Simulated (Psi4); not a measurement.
**DSD-PBEP86/cc-pVDZ (density fitting for correlation) run of GeH4O2 (SMILES [OH][GeH2][OH])**

Aim: the energy change on altering one bond length of GeH4O2 at DSD-PBEP86/cc-pVDZ (density fitting for correlation), from 2 runs. 

Program for the calculation: Psi4 1.11.

4 further runs of the same task are left out: 3 that didn't finish, 1 set aside as unsound or not needed. Runs told in other sessions of the task aren't counted.

### 1 The structure to begin with

The species is GeH4O2 (7 atoms), meant as a singlet with charge 0. As SMILES, `[OH][GeH2][OH]`. The coordinates come from a PBE0-D4/def2-TZVP relaxation. This is one conformer, not always the lowest.

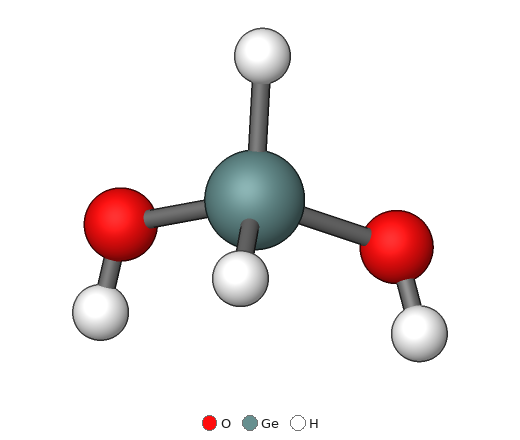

The structure, seen from a chosen angle (oxygen red, germanium teal, hydrogen white).

### 2 A single-point energy at DSD-PBEP86/cc-pVDZ (density fitting for correlation)

File job.dat:

```
memory 2200 mb

molecule molecule1 {
  0 1
  O
  Ge 1 r2
  O 2 r3 1 a3
  H 1 r4 2 a4 3 d4
  H 2 r5 3 a5 1 d5
  H 2 r6 5 a6 1 d6
  H 3 r7 2 a7 6 d7

  r2 = 1.775697
  r3 = 1.773283
  a3 = 110.80889
  r4 = 0.959016
  a4 = 113.31688
  d4 = -91.49828
  r5 = 1.542814
  a5 = 109.7308
  d5 = -119.91567
  r6 = 1.524904
  a6 = 116.11333
  d6 = -120.07556
  r7 = 0.959423
  a7 = 113.64464
  d7 = -175.24423
  units angstrom
  symmetry c1
}

set {
  basis cc-pVDZ
  puream true
  e_convergence 1e-09
  d_convergence 1e-08
  scf_type pk
  dft_radial_points 99
  dft_spherical_points 590
  num_frozen_docc 11
}

e_tot = energy("dsd-pbep86")
```

Run with:

```
psi4 job.dat job.out -n 1
```

job.out, shortened:

```text
[...]
  Running in c1 symmetry.
[...]
  Nuclear repulsion =  219.679536456981879
[...]
  Multiplicity = 1
[...]
  Nalpha       = 26
  Nbeta        = 26
[...]
    Number of basis functions: 75
[...]
   @RKS iter   1: -2227.87976915560603   -3.83914e+00   1.48621e-02 DIIS/ADIIS
[...]
   @RKS iter  11: -2228.44461031786932   -7.73070e-12   6.98284e-09 DIIS
[...]
    Orbital Energies [Eh]
    ---------------------
    Doubly Occupied:
       1A   -403.041433     2A    -51.388107     3A    -45.620780
       4A    -45.620682     5A    -45.620431     6A    -20.058506
       7A    -20.057556     8A     -6.906049     9A     -4.948244
      10A     -4.947583    11A     -4.946225    12A     -1.543426
      13A     -1.540307    14A     -1.535170    15A     -1.532851
      16A     -1.532693    17A     -1.212667    18A     -1.192576
      19A     -0.700530    20A     -0.603954    21A     -0.567695
      22A     -0.491300    23A     -0.464610    24A     -0.445843
      25A     -0.420029    26A     -0.408569
[...]
  @RKS Final Energy: -2228.44461031786932
   => Energetics <=
    Nuclear Repulsion Energy =            219.6795364569818787
    One-Electron Energy =               -3542.0396759762406873
    Two-Electron Energy =                1121.6526283310352028
    DFT Exchange-Correlation Energy =     -27.7370991296456992
    Empirical Dispersion Energy =           0.0000000000000000
    VV10 Nonlocal Energy =                  0.0000000000000000
    Total Energy =                      -2228.4446103178688645
[...]
 Multipole Moments:
 ------------------------------------------------------------------------------------
     Multipole            Electronic (a.u.)      Nuclear  (a.u.)        Total (a.u.)
 ------------------------------------------------------------------------------------
 L = 1.  Multiply by 2.5417464519 to convert [e a0] to [Debye]
 Dipole X            :         -0.5366869            1.6083680            1.0716812
 Dipole Y            :          2.3709673           -2.1251327            0.2458346
 Dipole Z            :          1.7038183           -1.6736519            0.0301664
 Magnitude           :                                                    1.0999296
[...]
```

Run time: 12 s. Hardware: 1 thread of Intel Xeon 6975P-C (Granite Rapids), shared host; peak memory 1.2 GiB.

### 3 The distorted shape at the same level

File job.dat:

```
memory 2.2 GB

molecule {
  0 1
  O     -2.60106439    -0.78204426     1.10479436
  Ge     0.26149274     0.71650856     2.01035112
  O      2.76330116    -1.50562039     2.19044202
  H     -3.08951324    -0.79122833    -2.12046168
  H      0.90381065     2.76402681     0.03672116
  H     -0.10889358     1.63510443     4.71643893
  H      3.28902297    -2.14113529     0.57586002
  units au
  symmetry c1
  no_reorient
  no_com
}

set {
  basis cc-pVDZ
  puream true
  e_convergence 1e-09
  d_convergence 1e-08
  scf_type pk
  dft_radial_points 99
  dft_spherical_points 590
  num_frozen_docc 11
}

e, wfn = energy('dsd-pbep86', return_wfn=True)
```

Run with:

```
psi4 -i job.dat -o job.out -n 1
```

job.out, shortened:

```text
[...]
  Running in c1 symmetry.
[...]
  Nuclear repulsion =  216.014853781291777
[...]
  Multiplicity = 1
[...]
  Nalpha       = 26
  Nbeta        = 26
[...]
    Number of basis functions: 75
[...]
   @RKS iter   1: -2227.60412016575492   -3.92506e+00   1.53252e-02 ADIIS/DIIS
[...]
   @RKS iter  15: -2228.27987087363226   -5.91172e-12   2.89800e-09 DIIS
[...]
    Orbital Energies [Eh]
    ---------------------
    Doubly Occupied:
       1A   -403.039143     2A    -51.385898     3A    -45.618559
       4A    -45.618442     5A    -45.618209     6A    -20.099267
       7A    -20.055597     8A     -6.903860     9A     -4.946105
      10A     -4.945344    11A     -4.943948    12A     -1.541197
      13A     -1.538091    14A     -1.532905    15A     -1.530631
      16A     -1.530399    17A     -1.202029    18A     -1.136464
      19A     -0.680461    20A     -0.576086    21A     -0.493128
      22A     -0.487978    23A     -0.452777    24A     -0.425724
      25A     -0.415596    26A     -0.394398
[...]
  @RKS Final Energy: -2228.27987087363226
   => Energetics <=
    Nuclear Repulsion Energy =            216.0148537812917766
    One-Electron Energy =               -3534.8919093372833231
    Two-Electron Energy =                1118.2761196569128970
    DFT Exchange-Correlation Energy =     -27.6789349745534672
    Empirical Dispersion Energy =           0.0000000000000000
    VV10 Nonlocal Energy =                  0.0000000000000000
    Total Energy =                      -2228.2798708736322624
[...]
 Multipole Moments:
 ------------------------------------------------------------------------------------
     Multipole            Electronic (a.u.)      Nuclear  (a.u.)        Total (a.u.)
 ------------------------------------------------------------------------------------
 L = 1.  Multiply by 2.5417464519 to convert [e a0] to [Debye]
 Dipole X            :        -10.5332433           10.6600886            0.1268454
 Dipole Y            :         -5.6759486            6.0937243            0.4177757
 Dipole Z            :        -95.0143002           93.9016853           -1.1126149
 Magnitude           :                                                    1.1952147
[...]
```

Wall time 13 s (1 thread of Intel Xeon 6975P-C (Granite Rapids), shared host); peak memory 1.2 GiB.

### 4 Results

At DSD-PBEP86/cc-pVDZ (density fitting for correlation), 11 core orbitals frozen:

| quantity | value |
| --- | --- |
| first shape: total energy | -2228.70875 Eh |
| first shape: HOMO energy (SCF part's orbitals) | -11.12 eV |
| first shape: LUMO energy (SCF part's orbitals) | 2.85 eV |
| first shape: HOMO–LUMO gap (SCF part's orbitals) | 13.97 eV |
| distorted shape: total energy | -2228.56588 Eh |
| distorted shape: HOMO energy (SCF part's orbitals) | -10.73 eV |
| distorted shape: LUMO energy (SCF part's orbitals) | -1.32 eV |
| distorted shape: HOMO–LUMO gap (SCF part's orbitals) | 9.41 eV |
| energy change with the O1–H4 bond stretched from 0.959 to 1.726 Å | 3.888 eV |

**Reading.** With the O1–H4 bond stretched from 0.959 to 1.726 Å the energy rises by 3.89 eV (90 kcal/mol). The first shape isn't relaxed at this level, so the change isn't measured from a minimum. A restricted reference can't describe the breaking bond well at this length.
